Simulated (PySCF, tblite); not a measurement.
# C3H11NSi2: geometry, infrared bands and NMR shifts

Aim: predict the infrared bands and NMR shifts of C3H11NSi2 (`CNC1[SiH2]C[SiH2]1`).

The runs use tblite 0.8.0 and PySCF 2.14.0, with density-fitted response routines of our own; the level of theory stands in each step. All values are computed, except where a source is named. Atoms are numbered from 0 throughout.

## Step 1: Starting geometry

17 atoms, charge 0, multiplicity 1; geometry from: force field or distance geometry start.

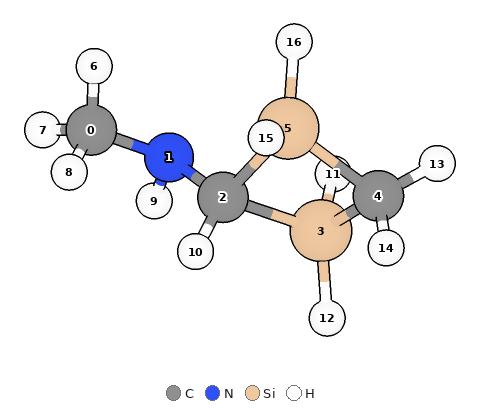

The starting geometry (carbon grey, nitrogen blue, silicon light orange, hydrogen white), atoms numbered.

## Step 2: Relaxing the molecule with GFN2-xTB

Job settings and geometry (Å):

```
{"job": {"kind": "relax", "xc": "GFN2-xTB", "basis": "xTB"}, "charge": 0, "multiplicity": 1}
C      2.495200     0.052600     0.220400
N      1.324300    -0.473200    -0.474400
C      0.159700     0.345500    -0.280800
Si    -1.292400    -0.399100    -1.206100
C     -2.356100     0.050700     0.272400
Si    -0.800200     0.071100     1.288100
H      2.601600    -0.325600     1.249200
H      3.401600    -0.268700    -0.335500
H      2.520000     1.155400     0.242800
H      1.540700    -0.477900    -1.495600
H      0.275100     1.411600    -0.579400
H     -1.039300    -1.863900    -1.308600
H     -1.645100     0.247200    -2.451000
H     -3.099800    -0.717600     0.543800
H     -2.817200     1.082900     0.168000
H     -0.787400     1.288300     2.126800
H     -0.487700    -1.167400     2.010000
```

Launch:

```
> OMP_NUM_THREADS=1 python probes_run.py task.json out
```

The driver reads the jobs from task.json and runs them one after another.

Output:

```text
step      E/eV     max force
  0    -498.92359    2.421
  1    -499.10873    0.716
  2    -499.16807    0.647
  3    -499.22289    0.618
  4    -499.26363    0.410
  5    -499.28800    0.317
  6    -499.30174    0.257
  7    -499.31134    0.267
  8    -499.32025    0.255
  9    -499.32863    0.220
 10    -499.33552    0.175
 11    -499.34132    0.205
 12    -499.34657    0.182
 13    -499.35099    0.157
 14    -499.35468    0.161
 15    -499.35818    0.181
 16    -499.36153    0.201
 17    -499.36450    0.152
 18    -499.36709    0.114
 19    -499.36979    0.123
 20    -499.37339    0.158
 21    -499.37798    0.209
 22    -499.38224    0.180
 23    -499.38555    0.144
 24    -499.38894    0.158
 25    -499.39226    0.144
 26    -499.39544    0.162
 27    -499.39849    0.141
 28    -499.40133    0.103
 29    -499.40391    0.112
 30    -499.40593    0.105
 31    -499.40716    0.067
 32    -499.40786    0.051
 33    -499.40833    0.052
 34    -499.40879    0.053
 35    -499.40949    0.078
 36    -499.41048    0.097
 37    -499.41150    0.095
 38    -499.41236    0.059
 39    -499.41317    0.070
 40    -499.41407    0.077
 41    -499.41498    0.061
 42    -499.41565    0.061
 43    -499.41612    0.053
 44    -499.41663    0.056
 45    -499.41718    0.064
 46    -499.41774    0.053
 47    -499.41816    0.042
 48    -499.41842    0.050
 49    -499.41863    0.053
 50    -499.41892    0.048
 51    -499.41929    0.059
 52    -499.41966    0.049
 53    -499.41992    0.038
 54    -499.42010    0.039
 55    -499.42027    0.036
 56    -499.42053    0.047
 57    -499.42091    0.048
 58    -499.42134    0.047
 59    -499.42165    0.033
 60    -499.42185    0.042
 61    -499.42203    0.040
 62    -499.42220    0.034
 63    -499.42236    0.034
 64    -499.42256    0.033
 65    -499.42281    0.050
 66    -499.42310    0.060
 67    -499.42344    0.053
 68    -499.42381    0.057
 69    -499.42415    0.041
 70    -499.42446    0.037
 71    -499.42471    0.040
 72    -499.42495    0.040
 73    -499.42520    0.037
 74    -499.42549    0.046
 75    -499.42576    0.042
 76    -499.42595    0.031
 77    -499.42606    0.026
 78    -499.42614    0.019
 79    -499.42622    0.023
 80    -499.42631    0.020
 81    -499.42640    0.019
 82    -499.42647    0.020
 83    -499.42655    0.024
 84    -499.42666    0.026
 85    -499.42683    0.032
 86    -499.42705    0.034
 87    -499.42726    0.032
 88    -499.42742    0.029
 89    -499.42755    0.027
 90    -499.42770    0.028
 91    -499.42786    0.028
 92    -499.42799    0.025
 93    -499.42807    0.016
 94    -499.42813    0.015
 95    -499.42819    0.018
 96    -499.42826    0.017
 97    -499.42833    0.019
 98    -499.42839    0.017
 99    -499.42843    0.013
100    -499.42845    0.010
101    -499.42847    0.008
```

Wall time 0.75 s (1 thread of Arm Neoverse V1, shared host).

Step by step: (not every step is listed)

```tsv
step	energy from step 0 (eV)	largest force (eV/Å)
0	0.0000	2.4214
1	-0.1851	0.7157
2	-0.2445	0.6472
3	-0.2993	0.6182
4	-0.3400	0.4103
5	-0.3644	0.3173
6	-0.3782	0.2567
7	-0.3877	0.2670
8	-0.3967	0.2550
16	-0.4379	0.2014
24	-0.4654	0.1584
32	-0.4843	0.0510
40	-0.4905	0.0766
48	-0.4948	0.0496
56	-0.4969	0.0473
64	-0.4990	0.0329
72	-0.5014	0.0402
80	-0.5027	0.0205
88	-0.5038	0.0291
96	-0.5047	0.0173
97	-0.5047	0.0194
98	-0.5048	0.0169
99	-0.5048	0.0132
100	-0.5049	0.0104
101	-0.5049	0.0082
```

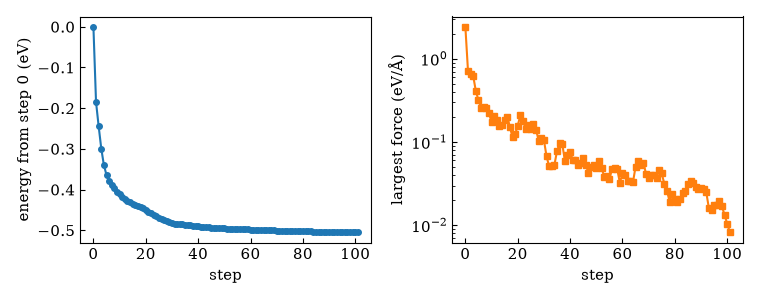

Energy and force, step by step.

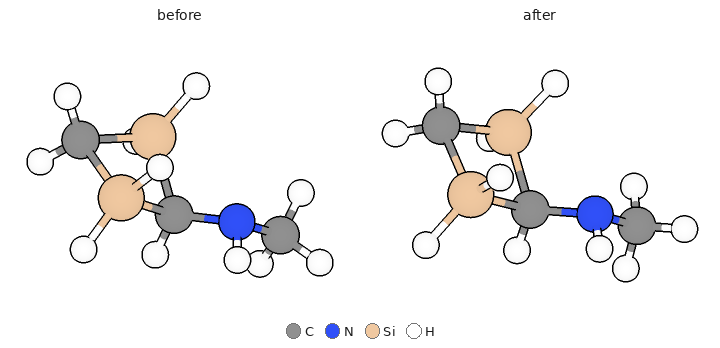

Before and after, at one scale.

Close pairs (by a distance rule), those that changed most:

```tsv
bond	before (Å)	after (Å)	change (Å)
C2–Si5	1.860	1.932	+0.073
C4–Si5	1.858	1.920	+0.061
C2–Si3	1.876	1.928	+0.052
C4–H14	1.135	1.087	-0.048
Si3–C4	1.876	1.915	+0.039
Si3–H11	1.490	1.462	-0.028
N1–H9	1.044	1.017	-0.027
Si3–H12	1.446	1.468	+0.022
```

The next job starts from the end point, and lists it.

## Step 3: Harmonic vibrations with GFN2-xTB

Job settings and geometry (Å):

```
{"job": {"kind": "ir", "xc": "GFN2-xTB", "basis": "xTB"}, "charge": 0, "multiplicity": 1}
C      2.499755     0.033782     0.248177
N      1.372855    -0.504213    -0.480514
C      0.183237     0.329610    -0.371168
Si    -1.370666    -0.303222    -1.321141
C     -2.337482    -0.138627     0.323865
Si    -0.738195     0.219056     1.323513
H      2.236791     0.076319     1.306295
H      3.358759    -0.624997     0.123377
H      2.783941     1.050110    -0.071956
H      1.627485    -0.611270    -1.459278
H      0.419229     1.377537    -0.635998
H     -1.221056    -1.673365    -1.808051
H     -1.821303     0.564404    -2.416008
H     -2.891992    -1.020163     0.631832
H     -3.044635     0.686935     0.326941
H     -0.754367     1.454311     2.115931
H     -0.309355    -0.904176     2.154272
```

Output:

```text
mode    cm-1     km/mol
  1      52.9      0.50
  2     102.2      1.84
  3     167.8      0.29
  4     204.9      0.93
  5     269.9      1.50
  6     319.9      1.22
  7     375.8      3.03
  8     430.5      7.60
  9     457.0     55.27
 10     493.4      8.22
 11     514.7     29.10
 12     595.7      8.94
 13     614.7     90.63
 14     658.6    139.32
 15     688.6     75.93
 16     695.5    108.62
 17     727.1     29.80
 18     764.6    288.29
 19     770.2    393.45
 20     792.0    159.18
 21     846.9    102.13
 22     930.0      2.15
 23    1008.9      9.70
 24    1058.5     22.59
 25    1080.1     49.13
 26    1114.9      4.02
 27    1152.7      7.40
 28    1178.9      0.43
 29    1284.2     24.00
 30    1387.0      3.28
 31    1417.8      4.17
 32    1463.8      2.73
 33    1486.3      5.48
 34    1502.2      1.47
 35    2210.4    255.57
 36    2216.4    522.59
 37    2267.4    204.51
 38    2272.5    490.56
 39    2745.4    107.49
 40    2828.3    117.22
 41    2991.9     40.63
 42    3004.5     51.06
 43    3008.5     40.67
 44    3021.6     19.96
 45    3323.2     25.33
```

It took 0.63 s on 1 thread of Arm Neoverse V1, shared host.

Which atoms move in the most intense modes:

```tsv
cm⁻¹	km/mol	atoms
659	139.3	C4 26 %, H13 23 %, H14 16 %, H12 11 %
765	288.3	H15 24 %, H16 16 %, C4 13 %, H12 10 %
770	393.4	H12 29 %, H11 26 %, H15 19 %, H16 19 %
792	159.2	C4 24 %, H12 15 %, H11 13 %, Si3 13 %
2210	255.6	H12 53 %, H15 40 %
2216	522.6	H15 55 %, H12 41 %
2267	204.5	H11 61 %, H16 33 %
2272	490.6	H16 62 %, H11 34 %
```

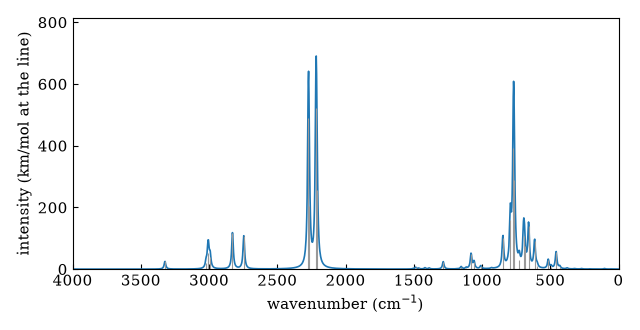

The infrared spectrum from these modes, unscaled. Lines are broadened to a width of 14 cm⁻¹ (Lorentzian).

## Step 4: Nuclear shieldings: PBE0/pcSseg-1

Same as in step 3 but for these lines:

```diff
@@ -1,2 +1,2 @@
-{"job": {"kind": "ir", "xc": "GFN2-xTB", "basis": "xTB"}, "charge": 0, "multiplicity": 1}
+{"job": {"kind": "nmr", "xc": "PBE0", "basis": "pcSseg-1"}, "charge": 0, "multiplicity": 1}
 C      2.499755     0.033782     0.248177
```

Method: GIAO PBE0/pcSseg-1 NMR shielding, non-relativistic, gas phase.

Output:

```text
coarse grid: 14392 points
cycle   1  E = -754.0557038632  dE =  4.128e-01  |g| = 4.793e-01  |ddm| = 3.635e+00
cycle   2  E = -754.0156271534  dE =  4.008e-02  |g| = 6.121e-01  |ddm| = 1.106e+00
cycle   3  E = -754.1148017771  dE = -9.917e-02  |g| = 5.353e-02  |ddm| = 7.009e-01
cycle   4  E = -754.1153797140  dE = -5.779e-04  |g| = 2.220e-02  |ddm| = 7.021e-02
cycle   5  E = -754.1154865199  dE = -1.068e-04  |g| = 6.353e-03  |ddm| = 2.293e-02
cycle   6  E = -754.1154956884  dE = -9.169e-06  |g| = 1.590e-03  |ddm| = 6.846e-03
final grid: 127560 points
cycle   7  E = -754.1479235979  dE = -2.491e-05  |g| = 7.415e-03  |ddm| = 2.308e-02
cycle   8  E = -754.1479130889  dE =  1.051e-05  |g| = 9.657e-03  |ddm| = 1.695e-02
cycle   9  E = -754.1479378945  dE = -2.481e-05  |g| = 6.045e-04  |ddm| = 9.817e-03
cycle  10  E = -754.1479379645  dE = -7.005e-08  |g| = 2.051e-04  |ddm| = 6.374e-04
cycle  11  E = -754.1479379741  dE = -9.556e-09  |g| = 3.965e-05  |ddm| = 1.688e-04
cycle  12  E = -754.1479379743  dE = -2.797e-10  |g| = 1.806e-05  |ddm| = 5.842e-05
converged SCF energy = -754.1479379743

GIAO shielding tensors (ppm)
atom      isotropic    diamagn.    paramagn.     s11        s22        s33       span
  0 C      143.552     245.538    -101.986    113.992    132.806    183.858     69.866
  1 N      222.664     316.723     -94.058    181.716    216.376    269.901     88.185
  2 C      138.824     255.342    -116.518    109.865    126.036    180.571     70.707
  3 Si     380.324     881.121    -500.797    347.867    363.050    430.057     82.190
  4 C      199.060     258.011     -58.951    184.969    205.931    206.279     21.310
  5 Si     379.177     881.116    -501.939    348.189    361.466    427.875     79.686
  6 H       29.589      30.179      -0.590     25.682     28.771     34.314      8.632
  7 H       28.846      28.212       0.634     24.258     26.325     35.956     11.698
  8 H       29.495      29.229       0.266     25.607     27.057     35.819     10.213
  9 H       31.792      33.390      -1.598     21.677     32.529     41.171     19.494
 10 H       28.824      33.100      -4.276     25.339     29.173     31.959      6.620
 11 H       26.992      30.056      -3.065     24.241     25.381     31.353      7.112
 12 H       26.773      29.757      -2.985     23.537     24.699     32.082      8.546
 13 H       31.231      30.102       1.129     26.936     27.220     39.537     12.601
 14 H       31.284      30.271       1.013     27.427     27.593     38.832     11.404
 15 H       26.773      29.964      -3.191     23.293     25.029     31.996      8.702
 16 H       26.960      30.199      -3.239     23.735     25.875     31.271      7.536
```

It took 26 s on 1 thread of Arm Neoverse V1, shared host; peak memory 0.86 GiB.

The references, computed at this level on geometries of the same kind, shield at (ppm): ¹H TMS 31.72, ¹³C TMS 186.9, ²⁹Si TMS 349.2, ¹⁵N NH3 267.7. Their shielding less the atom's gives the shift. The references are single molecules in the gas phase, so shifts against H2O, NH3, PH3, H3PO4 or CFCl3 are not on the usual liquid scales and can be off by tens of ppm. Atoms listed in one row are averaged.

```tsv
atoms	environment	σ (ppm)	δ (ppm)	δ scaled to CDCl3
C2	sp3 CH bonded to N and 2 Si	138.8	48.1	45.0
C0	methyl carbon bonded to N	143.6	43.4	40.4
C4	sp3 CH2 bonded to 2 Si	199.1	-12.1	-13.8
H12, H15	hydrogen on a silicon bonded to 2 C, in a 4-membered ring	26.77	4.94	–
H11, H16	hydrogen on a silicon bonded to 2 C, in a 4-membered ring	26.98	4.74	–
H10	hydrogen on an sp3 CH bonded to N and 2 Si	28.82	2.89	2.83
H6, H7, H8	hydrogen on a methyl carbon bonded to N	29.31	2.41	2.37
H13	hydrogen on an sp3 CH2 bonded to 2 Si	31.23	0.49	0.56
H14	hydrogen on an sp3 CH2 bonded to 2 Si	31.28	0.43	0.51
H9	hydrogen on an amine nitrogen	31.79	-0.08	–
N1	amine nitrogen	222.7	45.1	–
Si3, Si5	silicon bonded to 2 C, 2 H, in a 4-membered ring	379.8	-30.6	–
```

The scaled column applies a straight-line fit of computed shieldings to shifts measured in CDCl3 (root-mean-square error 0.16 ppm for H, 1.9 ppm for C).

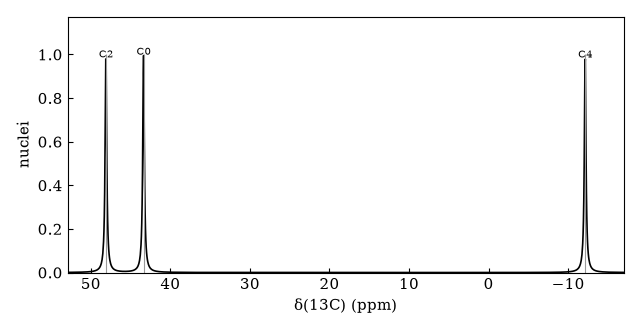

¹³C lines at the computed shifts, without couplings. Lines are broadened to a width of 0.24 ppm (Lorentzian).

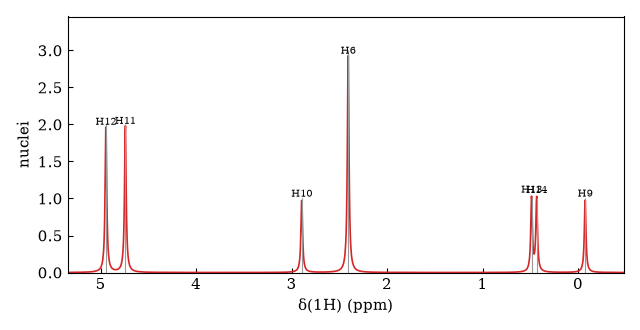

¹H lines at the computed shifts, without couplings. Lines are broadened to a width of 0.02 ppm (Lorentzian).

The run also stored atomic charges by several schemes (e):

```tsv
atoms	Mulliken	IAO	Hirshfeld	ESP fit
C0	-0.12	-0.30	-0.08	-0.05
N1	-0.46	-0.40	-0.17	-0.68
C2	-0.59	-0.54	-0.16	-0.11
Si3, Si5	0.67	0.74	0.34	0.45
C4	-0.83	-0.83	-0.26	-0.55
```

ESP fit charges:

C0 -0.05; N1 -0.68; C2 -0.11; Si3 0.46; C4 -0.55; Si5 0.44; H6 0.07; H7 0.09; H8 0.04; H9 0.36; H10 0.07; H11 -0.10; H12 -0.12; H13 0.14; H14 0.14; H15 -0.11; H16 -0.07

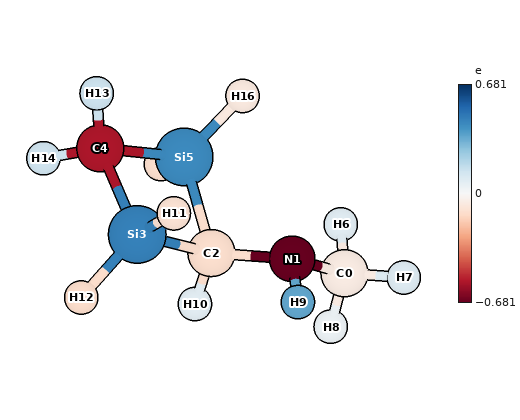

ESP fit charges, as colours on the atoms.

Mayer bond orders: C0–N1 1.00, N1–C2 0.96, C2–Si3 0.87, Si3–C4 0.93, C4–Si5 0.92, Si5–C2 0.87.

Ring of atoms C2, Si3, C4, Si5: NICS(0) -0.1, NICS(1) -1.1, NICS(1)zz 5.0 ppm (means of both faces).

## Step 5: Summary of results

| quantity | value |
| --- | --- |
| strongest single infrared mode (GFN2-xTB) | 2216 cm⁻¹, 523 km/mol |
| zero-point energy (GFN2-xTB) | 80.8 kcal/mol |
| ¹³C shifts against TMS (PBE0/pcSseg-1) | 48.1, 43.4, -12.1 ppm |
| ¹H shifts against TMS (PBE0/pcSseg-1, means over atoms taken as alike) | 4.94, 4.74, 2.89, 2.41, 0.49, 0.43, -0.08 ppm |
| ¹⁵N shifts against NH3 (PBE0/pcSseg-1) | 45.1 ppm |
| ²⁹Si shifts against TMS (PBE0/pcSseg-1, means over atoms taken as alike) | -30.6 ppm |

What this shows: The optimisation took 101 steps and gained 0.505 eV; among the close pairs (by a distance rule), C2–Si5 changed most, from 1.860 to 1.932 Å. All 45 modes are real, so the xTB geometry is a minimum. The strongest single mode, at 2216 cm⁻¹, moves mainly H15 and H12. GFN2-xTB is a fitted tight-binding method: band positions and strengths are rough. Its intensities can rank the bands wrongly. At PBE0/pcSseg-1: Shielding is most anisotropic at N1 (span 88 ppm, paramagnetic term -94 ppm).
